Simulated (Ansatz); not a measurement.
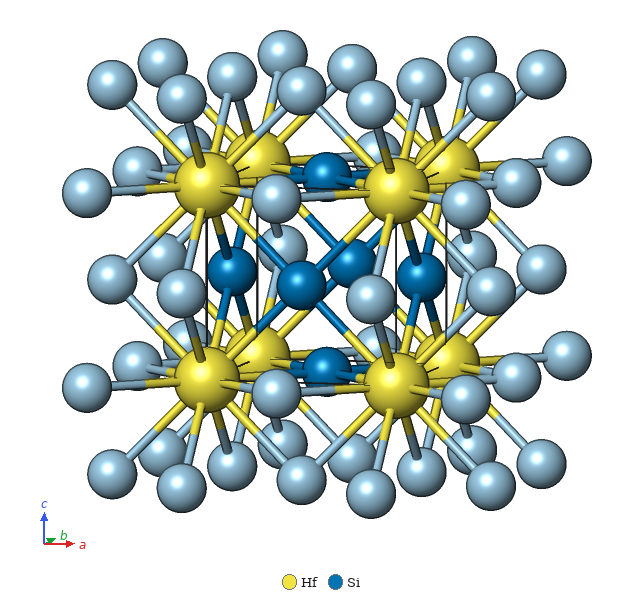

Crystal structure, ball-and-stick style, seen slightly off an axis. The edges of the conventional unit cell are marked. The first bonded neighbours in the surrounding cells are also shown, in fainter colours.

HfSi3, Cu₃Au (L1₂) type, space group Pm-3m (No. 221), a = 3.974 Å, b = 3.974 Å, c = 3.974 Å, α = 90.00°, β = 90.00°, γ = 90.00°. The cell started as a structure type filled with these elements by a generator (whether the compound takes this form wasn't checked). Earlier steps of the study may have refined or changed the cell and positions. A calculation with Ansatz used it as input.

This one geometry was computed with Ansatz (DFT, plane waves, PAW) at five levels of theory: PBEsol, PBE, LDA, PBE with spin-orbit coupling and r2SCAN.

Question: Which level gives the highest pressure at this volume, and what does that say about its equilibrium volume?

Answer: Highest: PBE (0.0 GPa) and PBE with spin-orbit coupling (-0.1 GPa), which points to the largest equilibrium volume. Lowest, with the smallest volume: LDA (-6.0 GPa). Levels within 0.5 GPa of each other can't be told apart.

Question: How does the band gap change with the level of theory?

Answer: All levels give a metal.

Question: Collect the results in a table.

Answer:
| level | cutoff (eV) | k-mesh of the run's cell | gap (eV) | pressure (GPa) |
| --- | --- | --- | --- | --- |
| PBEsol | 420 | 8×8×8 | metal | -3.7 |
| PBE | 420 | 8×8×8 | metal | 0.0 |
| LDA | 420 | 8×8×8 | metal | -6.0 |
| PBE with spin-orbit coupling | 420 | 8×8×8 | metal | -0.1 |
| r2SCAN | 500 | 8×8×8 | metal | -2.8 |

Gaps are taken on the k-mesh or band path of each run.
